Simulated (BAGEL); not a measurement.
**PBE0/cc-pVDZ (density fitting with qzvpp-jkfit) run of CH4OSSi (SMILES CS[Si]O)**

What is the energy change on altering one bond length of CH4OSSi at PBE0/cc-pVDZ (density fitting with qzvpp-jkfit)? 

Program for the calculation: BAGEL 1.2.2.

## (1) The system as given

CH4OSSi: 8 atoms, total charge 0, spin state singlet. SMILES: `CS[Si]O`. The coordinates come from a PBE0-D4/def2-TZVP relaxation. This is a higher conformer, about 8 kJ/mol above the lowest found by a separate search.

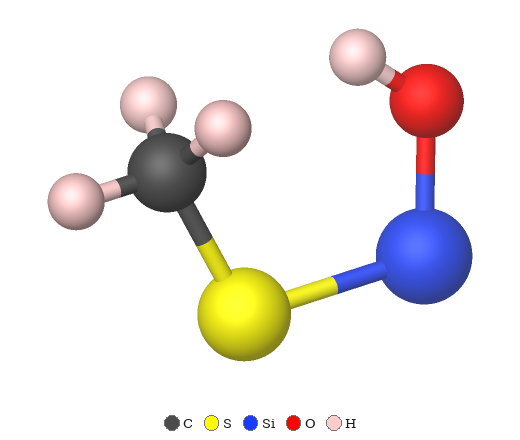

The structure, seen from a chosen angle (carbon dark grey, sulfur yellow, silicon blue, oxygen red, hydrogen pink).

## (2) The energy at PBE0/cc-pVDZ (density fitting with qzvpp-jkfit)

File dft.json:

```json
{ "bagel" : [

{
  "title" : "molecule",
  "basis" : "cc-pvdz.json",
  "df_basis" : "qzvpp-jkfit",
  "angstrom" : "true",
  "geometry" : [
    { "atom" : "C", "xyz" : [       0.724400,       0.538800,      -0.590400 ] },
    { "atom" : "S", "xyz" : [      -0.196900,      -0.844100,      -1.315700 ] },
    { "atom" : "Si", "xyz" : [      -1.496600,      -1.621200,       0.224800 ] },
    { "atom" : "O", "xyz" : [      -1.178800,      -0.661400,       1.529900 ] },
    { "atom" : "H", "xyz" : [       1.342300,       0.206500,       0.245200 ] },
    { "atom" : "H", "xyz" : [       1.381900,       0.933200,      -1.364100 ] },
    { "atom" : "H", "xyz" : [       0.052500,       1.338200,      -0.274000 ] },
    { "atom" : "H", "xyz" : [      -0.536700,       0.052800,       1.488400 ] }
  ]
},

{
  "title" : "ks",
  "xc_func" : "pbe0"
},

{
  "title" : "print",
  "file" : "orbitals.molden",
  "orbitals" : "true"
}

]}
```

The basis set cc-pVDZ is read from a file made from the Basis Set Exchange's data (not shown).

Command:

```sh
$ BAGEL_NUM_THREADS=1 BAGEL dft.json > dft.out
```

The log of the run:

```text
* using 1 threads per process

  ===============================================================
  ===============================================================

  *** Geometry ***

  { "atom" : "C", "xyz" : [      1.368918,      1.018184,     -1.115694 ] },
  { "atom" : "S", "xyz" : [     -0.372087,     -1.595118,     -2.486313 ] },
  { "atom" : "Si", "xyz" : [     -2.828164,     -3.063624,      0.424810 ] },
  { "atom" : "O", "xyz" : [     -2.227609,     -1.249865,      2.891092 ] },
  { "atom" : "H", "xyz" : [      2.536579,      0.390228,      0.463361 ] },
  { "atom" : "H", "xyz" : [      2.611413,      1.763492,     -2.577775 ] },
  { "atom" : "H", "xyz" : [      0.099211,      2.528832,     -0.517785 ] },
  { "atom" : "H", "xyz" : [     -1.014216,      0.099778,      2.812668 ] },

  Number of auxiliary basis functions:      480

  Since a DF basis is specified, we compute 2- and 3-index integrals:
    o Being stored without compression. Storage requirement is 0.027 GB

  Number of basis functions:       84
  Number of electrons      :       48

    * METHOD: MOLECULE                             0.24

  *** Kohn-Sham DFT ***

    * Removing 14127 points whose weight is below 1.00e-10
    * Grid points: 105121

  === Nuclear Repulsion ===
   205.9108833823

       - DIIS with orbital gradients will be used.

  === KS iteration (pbe0 / cc-pvdz.json) ===
      0       -776.93375748          0.10293431           0.42
      1       -735.01409961          0.17662587           0.38
      2       -755.42197927          0.15677397           0.38
      3       -755.52534926          0.20913793           0.38
      4       -801.34356730          0.05041840           0.38
      5       -800.88896943          0.06386369           0.39
      6       -802.96687719          0.01190831           0.38
      7       -802.97869441          0.01149234           0.38
      8       -803.06947716          0.00156590           0.38
      9       -803.07056369          0.00082312           0.38
     10       -803.07087691          0.00015066           0.38
     11       -803.07089196          0.00003415           0.38
     12       -803.07089307          0.00001070           0.38
     13       -803.07089316          0.00000253           0.38
     14       -803.07089316          0.00000122           0.38
     15       -803.07089317          0.00000050           0.38
     16       -803.07089317          0.00000013           0.38
     17       -803.07089317          0.00000005           0.38
     18       -803.07089317          0.00000003           0.38
     19       -803.07089317          0.00000001           0.38
    * SCF iteration converged.

    * Permanent dipole moment:
           (   -0.673848,    -0.880325,    -0.242688) a.u.

    * METHOD: KS                                   8.31

    * METHOD: PRINT                                0.02

  ===============================================================
```

It took 9 s on 1 thread of Arm Neoverse V1, shared host; peak memory 0.43 GiB.

## (3) The distorted shape, same level

File dft.json:

```json
{ "bagel": [

{
  "title": "molecule",
  "basis": "cc-pvdz.json",
  "df_basis": "qzvpp-jkfit",
  "angstrom": "true",
  "geometry": [
    { "atom": "C", "xyz": [       0.210746,      -0.032531,      -0.557202 ] },
    { "atom": "S", "xyz": [      -0.710554,      -1.415431,      -1.282502 ] },
    { "atom": "Si", "xyz": [      -2.010254,      -2.192531,       0.257998 ] },
    { "atom": "O", "xyz": [      -1.692454,      -1.232731,       1.563098 ] },
    { "atom": "H", "xyz": [       0.828646,      -0.364831,       0.278398 ] },
    { "atom": "H", "xyz": [       0.868246,       0.361869,      -1.330902 ] },
    { "atom": "H", "xyz": [      -0.461154,       0.766869,      -0.240802 ] },
    { "atom": "H", "xyz": [      -0.536700,       0.052800,       1.488400 ] }
  ]
},

{ "title": "ks", "xc_func": "pbe0" },

{ "title": "print", "file": "orbitals.molden", "orbitals": "true" }

]}
```

The basis set cc-pVDZ is read from a file made from the Basis Set Exchange's data (not shown).

Command:

```sh
$ BAGEL_NUM_THREADS=1 BAGEL dft.json > dft.out
```

The log of the run:

```text
* using 1 threads per process

  ===============================================================
  ===============================================================

  *** Geometry ***

  { "atom" : "C", "xyz" : [      0.398252,     -0.061475,     -1.052959 ] },
  { "atom" : "S", "xyz" : [     -1.342752,     -2.674777,     -2.423578 ] },
  { "atom" : "Si", "xyz" : [     -3.798830,     -4.143283,      0.487546 ] },
  { "atom" : "O", "xyz" : [     -3.198275,     -2.329524,      2.953827 ] },
  { "atom" : "H", "xyz" : [      1.565914,     -0.689431,      0.526096 ] },
  { "atom" : "H", "xyz" : [      1.640747,      0.683833,     -2.515040 ] },
  { "atom" : "H", "xyz" : [     -0.871455,      1.449172,     -0.455050 ] },
  { "atom" : "H", "xyz" : [     -1.014216,      0.099778,      2.812668 ] },

  Number of auxiliary basis functions:      480

  Since a DF basis is specified, we compute 2- and 3-index integrals:
    o Being stored without compression. Storage requirement is 0.027 GB

  Number of basis functions:       84
  Number of electrons      :       48

    * METHOD: MOLECULE                             0.24

  *** Kohn-Sham DFT ***

    * Removing 13735 points whose weight is below 1.00e-10
    * Grid points: 105513

  === Nuclear Repulsion ===
   203.3797201349

       - DIIS with orbital gradients will be used.

  === KS iteration (pbe0 / cc-pvdz.json) ===
      0       -776.40919766          0.09922201           0.40
      1       -739.65304500          0.15329109           0.37
      2       -762.58160450          0.12383556           0.37
      3       -770.51276433          0.17208009           0.38
      4       -799.46257461          0.06487114           0.38
      5       -799.26385701          0.08011743           0.38
      6       -802.70709760          0.01721313           0.38
      7       -801.76045960          0.04457065           0.38
      8       -802.86973304          0.01032239           0.38
      9       -802.91808923          0.00542793           0.39
     10       -802.93987772          0.00135329           0.38
     11       -802.94091042          0.00037074           0.38
     12       -802.94096932          0.00022487           0.38
     13       -802.94101310          0.00002891           0.38
     14       -802.94101374          0.00000845           0.38
     15       -802.94101377          0.00000726           0.37
     16       -802.94101381          0.00000067           0.37
     17       -802.94101381          0.00000029           0.37
     18       -802.94101381          0.00000015           0.37
     19       -802.94101381          0.00000017           0.38
     20       -802.94101381          0.00000004           0.38
     21       -802.94101381          0.00000001           0.38
     22       -802.94101381          0.00000001           0.38
    * SCF iteration converged.

    * Permanent dipole moment:
           (   -0.718006,    -0.722694,     0.211590) a.u.

    * METHOD: KS                                   9.37

    * METHOD: PRINT                                0.02

  ===============================================================
```

Run time: 9.9 s. Hardware: 1 thread of Arm Neoverse V1, shared host; peak memory 0.43 GiB.

## (4) Summary of results

At PBE0/cc-pVDZ (density fitting with qzvpp-jkfit):

```
                                                         quantity          value
                                        first shape: total energy  -803.07089 Eh
                                       first shape: dipole moment         2.88 D
                                         first shape: HOMO energy       -6.78 eV
                                         first shape: LUMO energy       -1.41 eV
                                       first shape: HOMO–LUMO gap        5.37 eV
                                    distorted shape: total energy  -802.94101 Eh
                                   distorted shape: dipole moment         2.64 D
                                     distorted shape: HOMO energy       -6.96 eV
                                     distorted shape: LUMO energy       -3.21 eV
                                   distorted shape: HOMO–LUMO gap        3.75 eV
energy change with the O4–H8 bond stretched from 0.961 to 1.730 Å       3.534 eV
```

In words: One bond (distorted shape) is far stretched, which a spin-restricted single reference describes badly; a broken-symmetry solution may lie lower. With the O4–H8 bond stretched from 0.961 to 1.730 Å the energy rises by 3.53 eV (82 kcal/mol). The first shape isn't relaxed at this level, so the change isn't measured from a minimum. A restricted reference can't describe the breaking bond well at this length.
